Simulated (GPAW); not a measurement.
## 1T-TiTe2 monolayer: work function by functional and basis

Aim: the work function of both faces of 1T-TiTe2 monolayer, and its spread over functionals and bases.

Main program and level: GPAW 26.7.0; GPAW, PAW setups; layer in a repeated cell with vacuum, relaxation of atoms and in-plane cell, in the first sound run; inputs show where later runs differ.

## 1. The structure

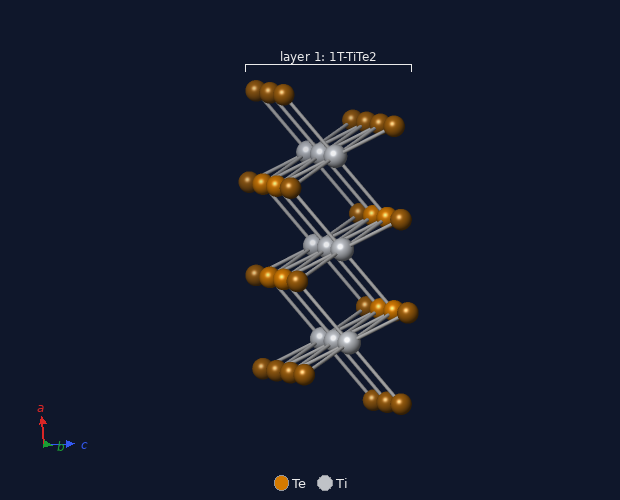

Start, viewed from the side, with the c axis across the page; tellurium orange, titanium light grey. 2×2×1 cells are drawn. Some periodic images of atoms are drawn too.

The cell holds 3 atoms: 2 Te and 1 Ti. Cell: a = 3.750 Å, b = 3.750 Å, c = 21.676 Å, α = 90.0°, β = 90.0°, γ = 120.0°. Vacuum lies along c.

## 2. Relaxation

Forces are removed first; all later runs use this geometry.

run.py reads:

```python
import json
import numpy as np
from ase import Atoms
from ase.filters import FrechetCellFilter
from ase.optimize import BFGS
from gpaw import GPAW, PW

slab = Atoms(
    ['Te', 'Ti', 'Te'],
    positions=[
        [1.87500, 1.08253, 9.00000],
        [0.00000, 0.00000, 10.83796],
        [-0.00000, 2.16506, 12.67592]],
    cell=[[3.75, 0.0, 0.0], [-1.875, 3.2476, 0.0], [0.0, 0.0, 21.6759]],
    pbc=[True, True, True])

slab.calc = GPAW(mode=PW(600), xc='PBE', kpts={'size': (9, 9, 1), 'gamma': True},
                 occupations={'name': 'fermi-dirac', 'width': 0.05}, nbands='160%',
                 convergence={'density': 1e-05}, maxiter=200,
                 symmetry={'tolerance': 1e-3}, txt='slab.txt')
result = {}
# The in-plane cell is free; stress needs a cell that repeats along all three vectors
path = []
opt = BFGS(FrechetCellFilter(slab, mask=[1, 1, 0, 0, 0, 1]), maxstep=0.2)
opt.attach(lambda: path.append((slab.get_potential_energy(), slab.positions.tolist(), slab.get_forces().tolist())))
result['relaxed'] = bool(opt.run(fmax=0.02, steps=45))
result['path'] = path
result['cell'] = slab.cell.tolist()
print('in-plane lattice', slab.cell.cellpar().round(4)[[0, 1, 5]])
energy = slab.get_potential_energy()
fermi = slab.calc.get_fermi_level()
v = slab.calc.get_electrostatic_potential().mean((0, 1)) - fermi
n = slab.calc.get_pseudo_density().mean((0, 1))
L = slab.cell[2, 2]
z = np.arange(len(v)) * L / len(v)
low, high = slab.positions[:, 2].min(), slab.positions[:, 2].max()
below, above = np.interp([low - 6.8, high + 6.8], z, v)
slopes = [np.interp(x, z, np.gradient(v, z)) for x in (low - 6.8, high + 6.8)]
eps = np.array([[slab.calc.get_eigenvalues(k, s) for k in range(len(slab.calc.get_ibz_k_points()))]
                for s in range(slab.calc.get_number_of_spins())]) - fermi
top, bottom = eps[eps < 0].max(), eps[eps > 0].min()
dipole = slab.get_dipole_moment()[2]
print(f'energy {energy:.4f} eV, Fermi level {fermi:.4f} eV, dipole {dipole:.5f} e A')
print(f'potential 6.8 A off the faces, from the Fermi level: lower {below:.4f} eV, upper {above:.4f} eV')
print(f'slope of the potential there: lower {slopes[0]:.5f}, upper {slopes[1]:.5f} eV/A')
print(f'nearest levels on the mesh: {top:.4f} and {bottom:.4f} eV')
print('magnetic moment', round(slab.get_magnetic_moment(), 3))
result.update(energy=energy, fermi=fermi, dipole=dipole, below=below, above=above, slopes=slopes, edges=[top, bottom],
              z=z.tolist(), v=v.tolist(), n=n.tolist(), positions=slab.positions.tolist(),
              forces=slab.get_forces(apply_constraint=False).tolist(), moments=slab.get_magnetic_moments().tolist())
json.dump(result, open('result.json', 'w'))
```

Run with:

```bash
> OMP_NUM_THREADS=1 OPENBLAS_NUM_THREADS=1 python run.py
```

The program printed:

```text
Step          Energy          fmax
BFGS:    0      -15.098050        0.738378
BFGS:    1      -15.116722        0.639136
BFGS:    2      -15.161748        0.155893
BFGS:    3      -15.163008        0.097701
BFGS:    4      -15.163790        0.075836
BFGS:    5      -15.166788        0.070421
BFGS:    6      -15.167810        0.034421
BFGS:    7      -15.168036        0.005698
in-plane lattice [  3.7369   3.737  120.    ]
energy -15.1629 eV, Fermi level -1.3688 eV, dipole -0.00038 e A
potential 6.8 A off the faces, from the Fermi level: lower 4.8731 eV, upper 4.8723 eV
slope of the potential there: lower 0.00026, upper 0.00007 eV/A
nearest levels on the mesh: -0.0935 and 0.0219 eV
magnetic moment 0.0
```

Run time: 5.8 min. Hardware: 1 thread of Arm Neoverse V1, shared host; peak memory 0.38 GiB.

This step gave:

```yaml
dipole_along_the_normal: -3.82e-4 e·Å
levels_nearest_the_fermi_level_on_the_mesh: -0.09348, 0.02190 eV from the Fermi level
```

The electrostatic potential energy of an electron (without an applied field's), less the Fermi level, planar mean by z:

```csv
z (Å),"electrostatic potential energy of an electron (without an applied field's), less the Fermi level, planar mean (eV)"
0,4.87
2,4.87
4,4.87
6,4.86
8,2.11
10,-3.48
12,-6.83
14,3.75
16,4.87
18,4.87
20,4.87
```

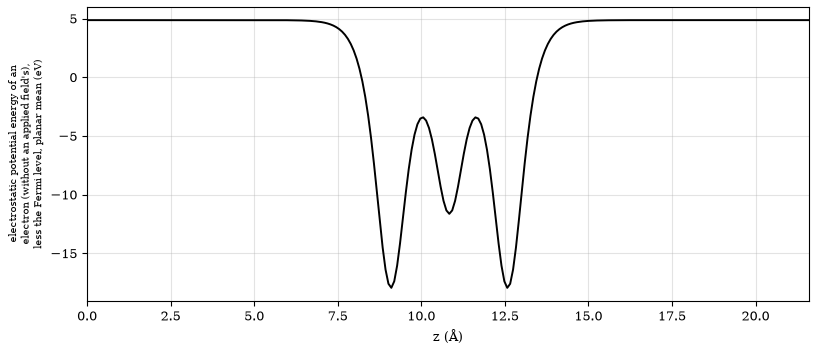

Electrostatic potential energy of an electron (without an applied field's), less the Fermi level, planar mean against z.

The pseudo valence density, planar mean oscillates, so the rows of the table below give means over windows of 2 Å about each position, cut where the curve ends. Its maxima inside the range that stand out by 2 % of the span (Å: e/Å³): 8.5: 0.264, 9.7: 0.322, 10.9: 0.988, 12.0: 0.322, 13.2: 0.264. Its minima: 9.0: 0.106, 10.1: 0.300, 11.6: 0.300, 12.7: 0.106.

Pseudo valence density, planar mean against z; means over each step:

| z (Å) | pseudo valence density, planar mean (e/Å³) |
| --- | --- |
| 4 | 4.8e-6 |
| 6 | 0.00135 |
| 8 | 0.120 |
| 10 | 0.451 |
| 12 | 0.329 |
| 14 | 0.0908 |
| 16 | 5.4e-4 |
| 18 | 2.0e-6 |

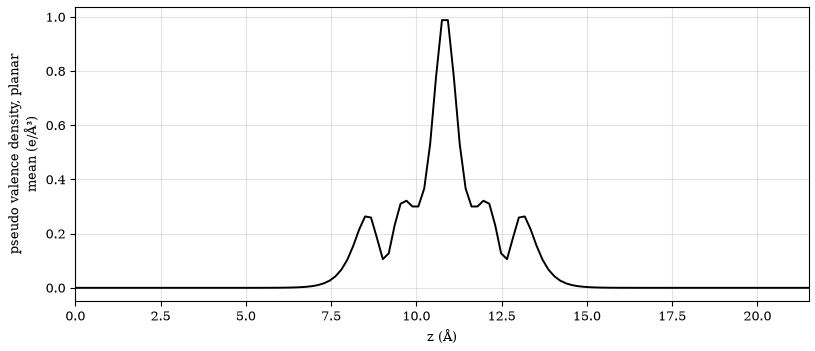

Pseudo valence density, planar mean, plotted against z.

The relaxation lowered the energy of the cell by 0.0695 eV (energies extrapolated to zero smearing; the optimiser's log prints free energies). The largest force left on a free atom is 0.0051 eV/Å.

## 3. The slab's potential

The work function is the vacuum plateau of the electrostatic potential less the Fermi level; a dipole layer lets the two faces have plateaus of their own.

This step: GPAW, PAW setups; slab in vacuum (GPAW 26.7.0).

The cell differs from the one that the last finished run ended in (c 21.676 → 21.503 Å).

run.py, as its differences from that of step 2:

```diff
@@ -3,4 +3,2 @@
 from ase import Atoms
-from ase.filters import FrechetCellFilter
-from ase.optimize import BFGS
 from gpaw import GPAW, PW
@@ -10,21 +8,14 @@
     positions=[
-        [1.87500, 1.08253, 9.00000],
-        [0.00000, 0.00000, 10.83796],
-        [-0.00000, 2.16506, 12.67592]],
-    cell=[[3.75, 0.0, 0.0], [-1.875, 3.2476, 0.0], [0.0, 0.0, 21.6759]],
-    pbc=[True, True, True])
+        [1.86847, 1.07876, 9.00000],
+        [-0.00000, 0.00000, 10.75143],
+        [-0.00000, 2.15752, 12.50285]],
+    cell=[[3.73695, -0.0, 0.0], [-1.86847, 3.2363, 0.0], [0.0, 0.0, 21.5029]],
+    pbc=[True, True, False])
 
-slab.calc = GPAW(mode=PW(600), xc='PBE', kpts={'size': (9, 9, 1), 'gamma': True},
+slab.calc = GPAW(mode=PW(400), xc='PBE', kpts={'size': (9, 9, 1), 'gamma': True},
                  occupations={'name': 'fermi-dirac', 'width': 0.05}, nbands='160%',
                  convergence={'density': 1e-05}, maxiter=200,
+                 poissonsolver={'dipolelayer': 'xy'},
                  symmetry={'tolerance': 1e-3}, txt='slab.txt')
 result = {}
-# The in-plane cell is free; stress needs a cell that repeats along all three vectors
-path = []
-opt = BFGS(FrechetCellFilter(slab, mask=[1, 1, 0, 0, 0, 1]), maxstep=0.2)
-opt.attach(lambda: path.append((slab.get_potential_energy(), slab.positions.tolist(), slab.get_forces().tolist())))
-result['relaxed'] = bool(opt.run(fmax=0.02, steps=45))
-result['path'] = path
-result['cell'] = slab.cell.tolist()
-print('in-plane lattice', slab.cell.cellpar().round(4)[[0, 1, 5]])
 energy = slab.get_potential_energy()
```

The program printed:

```text
energy -15.0830 eV, Fermi level -1.3381 eV, dipole -0.00116 e A
potential 6.8 A off the faces, from the Fermi level: lower 4.8668 eV, upper 4.8751 eV
slope of the potential there: lower 0.00010, upper -0.00010 eV/A
nearest levels on the mesh: -0.0934 and 0.0219 eV
magnetic moment 0.0
```

Run time: 28 s. Hardware: 1 thread; peak memory 0.2 GiB.

This step gave:

```
dipole along the normal                    : -0.001161 e·Å
levels nearest the Fermi level on the mesh : -0.09335, 0.02187 eV from the Fermi level
upper work function                        : 4.875 eV
lower work function                        : 4.867 eV
```

The electrostatic potential energy of an electron (without an applied field's), less the Fermi level, planar mean by z:

| z (Å) | electrostatic potential energy of an electron (without an applied field's), less the Fermi level, planar mean (eV) |
| --- | --- |
| 0 | 4.87 |
| 2 | 4.87 |
| 4 | 4.87 |
| 6 | 4.85 |
| 8 | 1.35 |
| 10 | -3.47 |
| 12 | -8.64 |
| 14 | 4.00 |
| 16 | 4.87 |
| 18 | 4.88 |
| 20 | 4.88 |

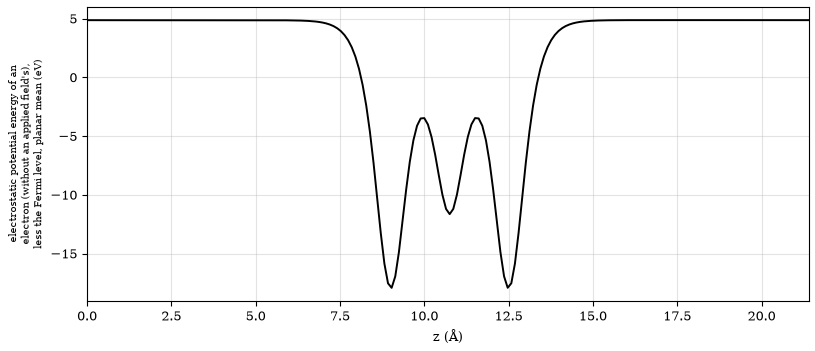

Electrostatic potential energy of an electron (without an applied field's), less the Fermi level, planar mean, plotted against z.

The pseudo valence density, planar mean oscillates, so the rows of the table below give means over windows of 2 Å about each position, cut where the curve ends. Its maxima inside the range that stand out by 2 % of the span (Å: e/Å³): 8.4: 0.259, 9.7: 0.316, 10.8: 1.02, 11.8: 0.316, 13.1: 0.259. Its minima: 9.0: 0.103, 9.9: 0.295, 11.6: 0.295, 12.5: 0.103.

The pseudo valence density, planar mean by z; means over each step:

| z (Å) | pseudo valence density, planar mean (e/Å³) |
| --- | --- |
| 4 | 6.4e-6 |
| 6 | 0.00177 |
| 8 | 0.125 |
| 10 | 0.482 |
| 12 | 0.304 |
| 14 | 0.0796 |
| 16 | 4.3e-4 |
| 18 | 1.6e-6 |

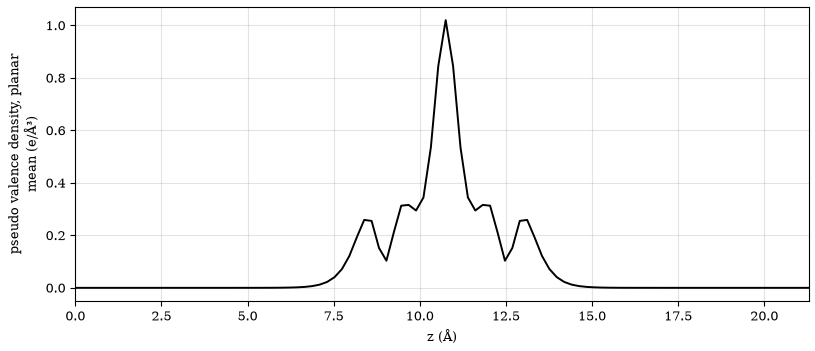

Pseudo valence density, planar mean, plotted against z.

The potential is flat to 9.5e-5 eV/Å where it is read, so the vacuum is wide enough.

## 4. Self-consistent run: xc = "LDA"

The same geometry under LDA, to see how far the functional moves the levels against the vacuum.

run.py, as its differences from that of step 3:

```diff
@@ -14,3 +14,3 @@
 
-slab.calc = GPAW(mode=PW(400), xc='PBE', kpts={'size': (9, 9, 1), 'gamma': True},
+slab.calc = GPAW(mode=PW(400), xc='LDA', kpts={'size': (9, 9, 1), 'gamma': True},
                  occupations={'name': 'fermi-dirac', 'width': 0.05}, nbands='160%',
```

The program printed:

```text
energy -17.0054 eV, Fermi level -1.6446 eV, dipole -0.00117 e A
potential 6.8 A off the faces, from the Fermi level: lower 5.1602 eV, upper 5.1685 eV
slope of the potential there: lower 0.00010, upper -0.00010 eV/A
nearest levels on the mesh: -0.0915 and 0.0181 eV
magnetic moment 0.0
```

The job ended after 27 s (1 thread; peak memory 0.19 GiB).

This step gave:

| Item | Value |
| --- | --- |
| dipole along the normal | -0.001174 e·Å |
| levels nearest the Fermi level on the mesh | -0.09149, 0.01812 eV from the Fermi level |
| upper work function | 5.169 eV |
| lower work function | 5.160 eV |

The electrostatic potential energy of an electron (without an applied field's), less the Fermi level, planar mean by z:

```csv
z (Å),"electrostatic potential energy of an electron (without an applied field's), less the Fermi level, planar mean (eV)"
0,5.16
2,5.16
4,5.16
6,5.15
8,1.66
10,-3.12
12,-8.29
14,4.30
16,5.17
18,5.17
20,5.17
```

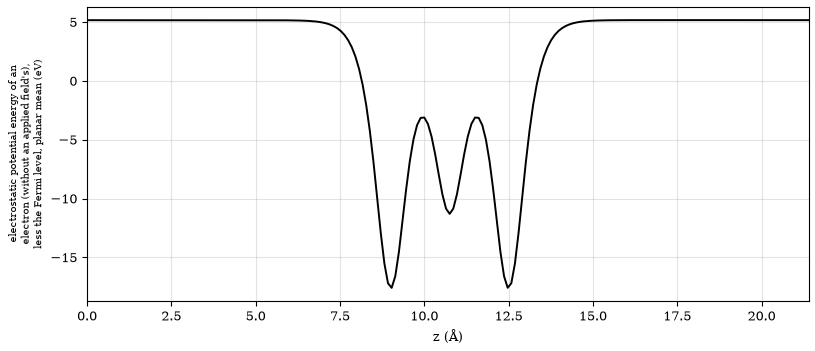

Electrostatic potential energy of an electron (without an applied field's), less the Fermi level, planar mean against z.

The pseudo valence density, planar mean oscillates, so the rows of the table below give means over windows of 2 Å about each position, cut where the curve ends. Its maxima inside the range that stand out by 2 % of the span (Å: e/Å³): 8.4: 0.260, 9.7: 0.317, 10.8: 1.02, 11.8: 0.317, 13.1: 0.260. Its minima: 9.0: 0.101, 9.9: 0.295, 11.6: 0.295, 12.5: 0.101.

Pseudo valence density, planar mean against z; means over each step:

| z (Å) | pseudo valence density, planar mean (e/Å³) |
| --- | --- |
| 4 | 5.6e-6 |
| 6 | 0.00176 |
| 8 | 0.124 |
| 10 | 0.482 |
| 12 | 0.304 |
| 14 | 0.0796 |
| 16 | 4.2e-4 |
| 18 | 1.4e-6 |

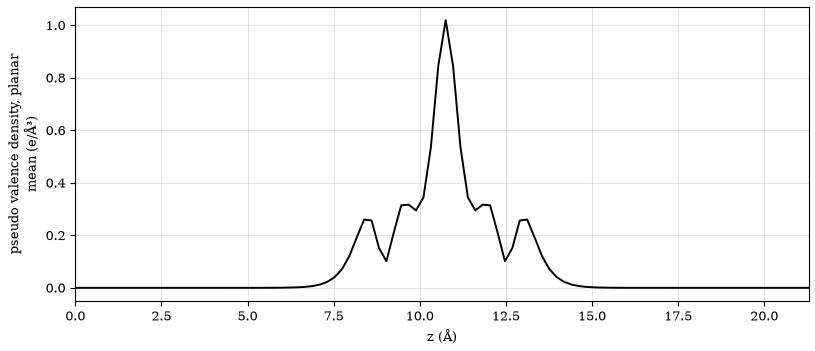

Pseudo valence density, planar mean against z.

Force by atom:

| atom | x (eV/Å) | y (eV/Å) | z (eV/Å) | size |
| --- | --- | --- | --- | --- |
| Te1 | 0.000 | 0.000 | 0.540 | 0.540 |
| Ti2 | 0.000 | 0.000 | 0.000 | 0.000 |
| Te3 | 0.000 | 0.000 | -0.540 | 0.540 |

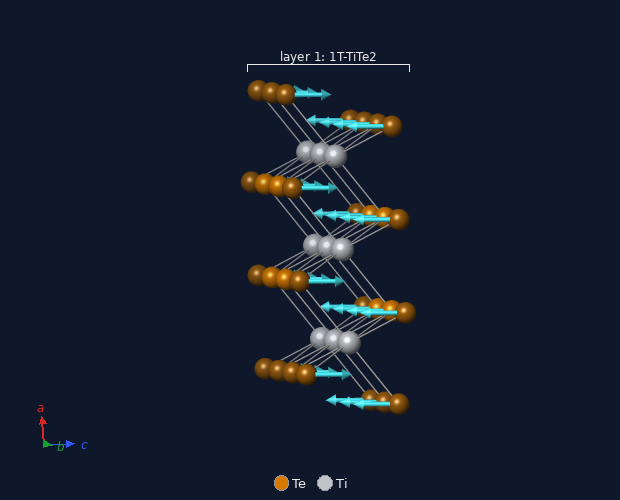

Force as arrows, the longest 0.540 eV/Å. 2×2×1 cells are drawn. Some periodic images of atoms are drawn too.

The upper face's work function is 5.169 eV, against 4.875 eV in the first plane-wave PBE run at this geometry.

## 5. Self-consistent run: xc = "revPBE"

The same geometry under revPBE, to see how far the functional moves the levels against the vacuum.

run.py, as its differences from that of step 4:

```diff
@@ -14,3 +14,3 @@
 
-slab.calc = GPAW(mode=PW(400), xc='LDA', kpts={'size': (9, 9, 1), 'gamma': True},
+slab.calc = GPAW(mode=PW(400), xc='revPBE', kpts={'size': (9, 9, 1), 'gamma': True},
                  occupations={'name': 'fermi-dirac', 'width': 0.05}, nbands='160%',
```

The program printed:

```text
energy -14.2197 eV, Fermi level -1.2396 eV, dipole -0.00116 e A
potential 6.8 A off the faces, from the Fermi level: lower 4.7613 eV, upper 4.7696 eV
slope of the potential there: lower 0.00009, upper -0.00009 eV/A
nearest levels on the mesh: -0.0938 and 0.0236 eV
magnetic moment 0.0
```

It took 30 s on 1 thread; peak memory 0.2 GiB.

This step gave:

```
dipole along the normal                    : -0.001158 e·Å
levels nearest the Fermi level on the mesh : -0.09384, 0.02355 eV from the Fermi level
upper work function                        : 4.770 eV
lower work function                        : 4.761 eV
```

Electrostatic potential energy of an electron (without an applied field's), less the Fermi level, planar mean against z:

```
z (Å)  electrostatic potential energy of an electron (without an applied field's), less the Fermi level, planar mean (eV)
    0                                                                                                                4.77
    2                                                                                                                4.76
    4                                                                                                                4.76
    6                                                                                                                4.75
    8                                                                                                                1.26
   10                                                                                                               -3.56
   12                                                                                                               -8.72
   14                                                                                                                3.90
   16                                                                                                                4.77
   18                                                                                                                4.77
   20                                                                                                                4.77
```

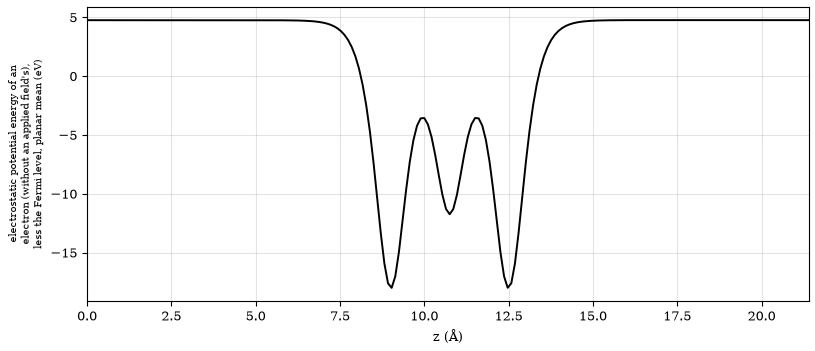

Electrostatic potential energy of an electron (without an applied field's), less the Fermi level, planar mean against z.

The upper face's work function is 4.770 eV, against 4.875 eV in the first plane-wave PBE run at this geometry.

## 6. Self-consistent run: xc = "RPBE"

The same geometry under RPBE, to see how far the functional moves the levels against the vacuum.

run.py, as its differences from that of step 5:

```diff
@@ -14,3 +14,3 @@
 
-slab.calc = GPAW(mode=PW(400), xc='revPBE', kpts={'size': (9, 9, 1), 'gamma': True},
+slab.calc = GPAW(mode=PW(400), xc='RPBE', kpts={'size': (9, 9, 1), 'gamma': True},
                  occupations={'name': 'fermi-dirac', 'width': 0.05}, nbands='160%',
```

The program printed:

```text
energy -14.0757 eV, Fermi level -1.2254 eV, dipole -0.00116 e A
potential 6.8 A off the faces, from the Fermi level: lower 4.7550 eV, upper 4.7632 eV
slope of the potential there: lower 0.00009, upper -0.00009 eV/A
nearest levels on the mesh: -0.0937 and 0.0240 eV
magnetic moment 0.0
```

The job ended after 28 s (1 thread; peak memory 0.2 GiB).

This step gave:

```yaml
dipole_along_the_normal: -0.001157 e·Å
levels_nearest_the_fermi_level_on_the_mesh: -0.09367, 0.02400 eV from the Fermi level
upper_work_function: 4.763 eV
lower_work_function: 4.755 eV
```

Table of electrostatic potential energy of an electron (without an applied field's), less the Fermi level, planar mean by z:

```csv
z (Å),"electrostatic potential energy of an electron (without an applied field's), less the Fermi level, planar mean (eV)"
0,4.76
2,4.75
4,4.76
6,4.74
8,1.23
10,-3.59
12,-8.75
14,3.88
16,4.76
18,4.76
20,4.76
```

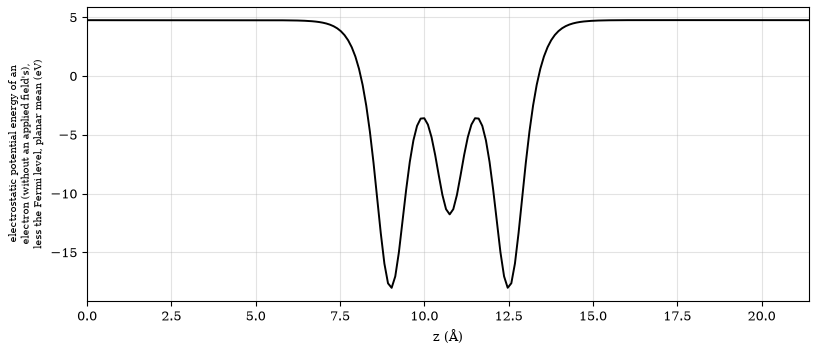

Electrostatic potential energy of an electron (without an applied field's), less the Fermi level, planar mean against z.

The upper face's work function is 4.763 eV, against 4.875 eV in the first plane-wave PBE run at this geometry.

## 7. Self-consistent run: xc = "vdW-DF2"

The same geometry under vdW-DF2, to see how far the functional moves the levels against the vacuum (the van der Waals functionals take revPBE setups).

run.py, as its differences from that of step 6:

```diff
@@ -14,3 +14,3 @@
 
-slab.calc = GPAW(mode=PW(400), xc='RPBE', kpts={'size': (9, 9, 1), 'gamma': True},
+slab.calc = GPAW(mode=PW(400), xc='vdW-DF2', kpts={'size': (9, 9, 1), 'gamma': True},
                  occupations={'name': 'fermi-dirac', 'width': 0.05}, nbands='160%',
```

The program printed:

```text
energy -261.2046 eV, Fermi level -1.5038 eV, dipole -0.00116 e A
potential 6.8 A off the faces, from the Fermi level: lower 5.1532 eV, upper 5.1615 eV
slope of the potential there: lower 0.00008, upper -0.00008 eV/A
nearest levels on the mesh: -0.0708 and 0.0395 eV
magnetic moment 0.0
```

It took 42 s on 1 thread; peak memory 0.37 GiB.

This step gave:

```yaml
levels_nearest_the_fermi_level_on_the_mesh: -0.07081, 0.03948 eV from the Fermi level
upper_work_function: 5.161 eV
lower_work_function: 5.153 eV
```

The upper face's work function is 5.161 eV, against 4.875 eV in the first plane-wave PBE run at this geometry.

(Continued in part 2 of 2.)

[Logs are printed without paths, hosts, clocks, repeated set-up lines and the standing remarks that a program may print on its own settings, such as how far it seeks lower states.]

[Hosts, paths, dates, database ids (printed as entryN), source tags and the programs' standing remarks are cut or masked in the printed files.]
